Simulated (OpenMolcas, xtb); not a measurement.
## A ladder of methods for SiF4 (SMILES F[Si](F)(F)F)

SiF4 has 5 atoms, charge 0, and is taken as a singlet. As SMILES, `F[Si](F)(F)F`. The coordinates come from a PBE0-D4/def2-TZVP relaxation.

```xyz
5

F     0.1432   -0.7919    1.3385
Si    0.0000    0.0000    0.0000
F    -1.0471    1.1444    0.1817
F    -0.4772   -0.9678   -1.1290
F     1.3811    0.6153   -0.3912
```

Quantity: the HOMO–LUMO gap, in eV. The values are calculated.

```json
{"level": "GFN1-xTB", "kind": "semi-empirical", "program": "xtb", "value (eV)": "11.14", "CPU time": "under 2 s"}
{"level": "HF/6-311+G**", "kind": "Hartree–Fock", "program": "OpenMolcas", "value (eV)": "20.15", "CPU time": "18 s"}
{"level": "SVWN5/6-311+G**", "kind": "LDA", "program": "OpenMolcas", "value (eV)": "9.53", "CPU time": "26 s"}
{"level": "BLYP/6-311+G**", "kind": "GGA", "program": "OpenMolcas", "value (eV)": "9.32", "CPU time": "32 s"}
{"level": "r2SCAN/6-311+G**", "kind": "meta-GGA", "program": "OpenMolcas", "value (eV)": "10.63", "CPU time": "44 s"}
{"level": "PBE0/6-311+G**", "kind": "global hybrid", "program": "OpenMolcas", "value (eV)": "12.43", "CPU time": "32 s"}
{"level": "B2PLYP/6-311+G**", "kind": "double hybrid", "program": "OpenMolcas", "value (eV)": "15.32", "CPU time": "27 s"}
```

The values span 9.32 to 20.15 eV. Orbital gaps aren't excitation energies, and those of double hybrids come from the SCF part alone; they tend to grow with the share of exact exchange. CPU times are rough (shared hosts, several kinds of processor): they show what a rung costs within a factor of a few.

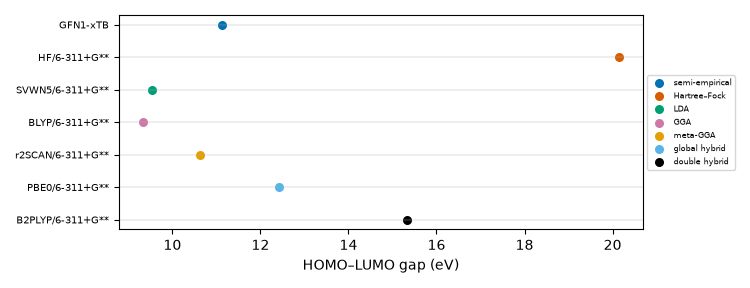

The values of the table, level by level.
